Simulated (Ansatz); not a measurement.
Consider YC3N3.

Input

```
crystal:
  lattice:
    - [0.0, 6.0399085932, 6.0399085932]
    - [6.0399085932, 0.0, 6.0399085932]
    - [6.0399085932, 6.0399085932, 0.0]
  atoms:
    - { symbol: "Y", position: [0.0, 0.0, 0.0] }
    - { symbol: "Y", position: [0.5, 0.5, 0.5] }
    - { symbol: C, position: [0.7924875437, 0.2075124563, 0.2075124563] }
    - { symbol: C, position: [0.2075124563, 0.7924875437, 0.2075124563] }
    - { symbol: C, position: [0.2075124563, 0.2075124563, 0.7924875437] }
    - { symbol: C, position: [0.2075124563, 0.7924875437, 0.7924875437] }
    - { symbol: C, position: [0.7924875437, 0.2075124563, 0.7924875437] }
    - { symbol: C, position: [0.7924875437, 0.7924875437, 0.2075124563] }
    - { symbol: "N", position: [0.6957989292, 0.3042010708, 0.3042010708] }
    - { symbol: "N", position: [0.3042010708, 0.6957989292, 0.3042010708] }
    - { symbol: "N", position: [0.3042010708, 0.3042010708, 0.6957989292] }
    - { symbol: "N", position: [0.3042010708, 0.6957989292, 0.6957989292] }
    - { symbol: "N", position: [0.6957989292, 0.3042010708, 0.6957989292] }
    - { symbol: "N", position: [0.6957989292, 0.6957989292, 0.3042010708] }
basis:
  ecutwfc: 420
kpoints:
  mp_grid: { grid: [4, 4, 4] }
hamiltonian:
  xc: pbe
scf:
  occupations: { method: gaussian, width: 0.02 }
output:
  forces: true
  stress: true
  eigenvalues: true
  write_density: true
  write_potential: true
  elf: true
  volumetric_format: npy
relax:
  adjacent_minimum: "off"
  f_tol: 0.01
  max_steps: 80
  cell: { stress_tol: 0.05 }
```

Launched as:

```sh
ansatz run input.yaml --threads 1 --pin off --max-ram 2560MiB --backend cpu --events-out ev --progress --plain --runs-dir out
```

Below, planes, directions and counts refer to the conventional cell (a = 12.10 Å, b = 12.10 Å, c = 12.10 Å, α = 90.00°, β = 90.00°, γ = 90.00°).

The fields are those of the run's last geometry, not of the input's.

Space group Fm-3m; a structure generated by program, which may or may not match a known phase.

The calculation used DFT PBE, scalar-relativistic, plane waves, PAW in Ansatz.

### What will maps of the valence pseudo-density and electron localisation function show?

C–N (1.17 Å): ρ is about 3.6 e/Å³ halfway; the ELF peaks at about 0.85 between the atoms (inside overlapping PAW spheres, so only a guide): a multiple bond.
Y–N (2.37 Å): the density is about 0.38 e/Å³ at the midpoint; the ELF peaks at about 0.95 in the valence shell of N, 0.6 Å from its nucleus, and drops to about 0.15 between the two atoms: an ionic contact with no shared pair.
Y–C (2.51 Å): the density is about 0.33 e/Å³ at the midpoint; the ELF peaks at about 1 in the valence shell of C, 0.7 Å from its nucleus, and is about 0.25 at the midpoint: no localised pair shows between them.

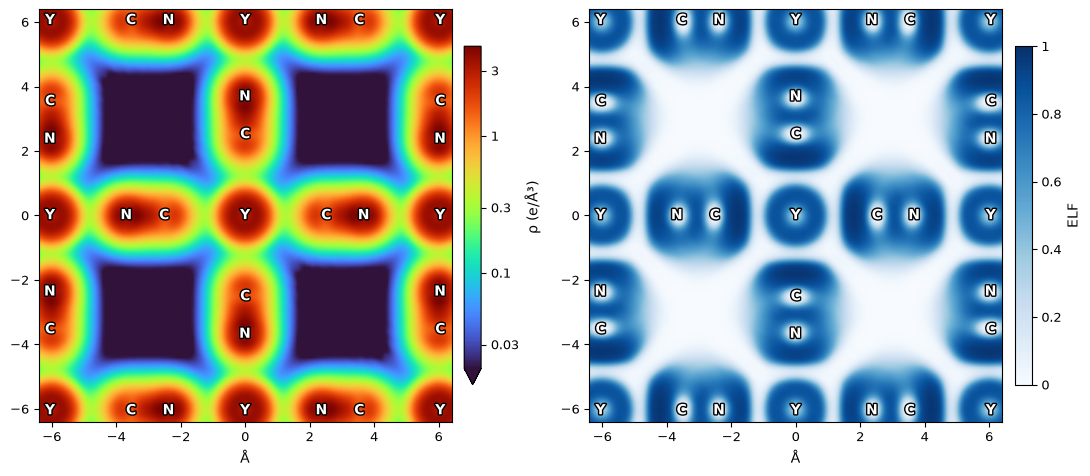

Computed valence pseudo-density and electron localisation function on the (100) plane of the conventional cell, in this order. 
